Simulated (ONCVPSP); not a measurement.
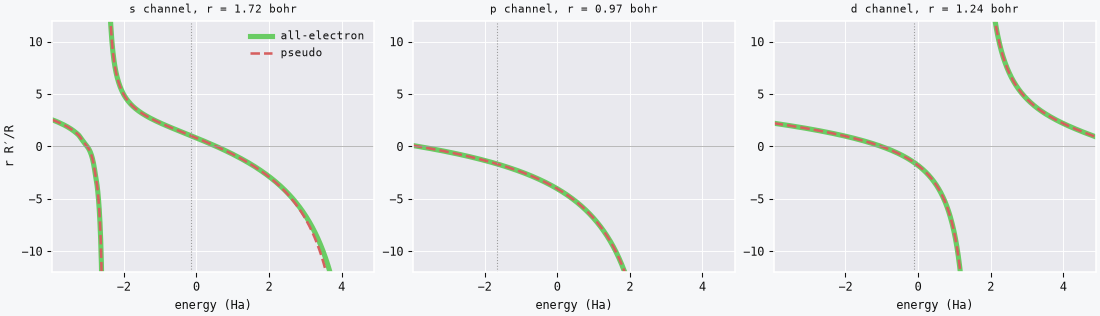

Logarithmic derivatives r R′/R at the test radius against energy, all-electron atom (solid) and pseudo-atom (dashed). Here R(r) is the radial function. The dotted line marks the reference energy of the channel.

Input of ONCVPSP 4.0.1:

```
# ATOM AND REFERENCE CONFIGURATION
# atsym  z   nc   nv     iexc    psfile
  Cr 24.00    3    4        4      upf
#
#   n    l    f
    1    0    2.00
    2    0    2.00
    2    1    6.00
    3    0    2.00
    3    1    6.00
    3    2    5.00
    4    0    1.00
#
# PSEUDOPOTENTIAL AND OPTIMIZATION
# lmax
    2
#
#   l,   rc,      ep,       ncon, nbas, qcut
    0    1.70    0.00    3    7    6.80
    1    0.95    0.00    4    8    8.50
    2    1.22    0.00    5    8    8.50
#
# LOCAL POTENTIAL
# lloc, lpopt,  rc(5),   dvloc0
    4    1    0.85    2.00
#
# VANDERBILT-KLEINMAN-BYLANDER PROJECTORs
# l, nproj, debl
    0    2    2.10
    1    2    1.10
    2    2    1.70
#
# MODEL CORE CHARGE
# icmod, fcfact, rcfact
    1    0.75    0.00
#
# LOG DERIVATIVE ANALYSIS
# epsh1, epsh2, depsh
   -4.00    5.00    0.02
#
# OUTPUT GRID
# rlmax, drl
    6.00    0.01
#
# TEST CONFIGURATIONS
# ncnf
    4
# nvcnf
#   n    l    f
    4
    3    0    2.00
    3    1    6.00
    3    2    5.00
    4    0    0.00
#
    4
    3    0    2.00
    3    1    6.00
    3    2    4.00
    4    0    0.00
#
    4
    3    0    2.00
    3    1    6.00
    3    2    3.00
    4    0    0.00
#
    4
    3    0    2.00
    3    1    6.00
    3    2    4.00
    4    0    1.00
#
```

Launched with:
```bash
oncvpsp.x < Cr.dat > Cr.out
```

Functional and relativity: PBE, scalar-relativistic.

In the p channel the program set the typed energies aside and used -1.670, 0.250 Ha.

Where do the curves cross zero?

s: all-electron -3.0 and 0.5 Ha, pseudo -3.0 and 0.5 Ha; p: all-electron -3.8 Ha, pseudo -3.8 Ha; d: all-electron -1.0 Ha, pseudo -1.0 Ha.

What does the plot say about ghosts?

The plot shows none: pseudo and all-electron curves have the same branches in all channels drawn. The separate test gives: no bound ghost flagged; no localised positive-energy state flagged.
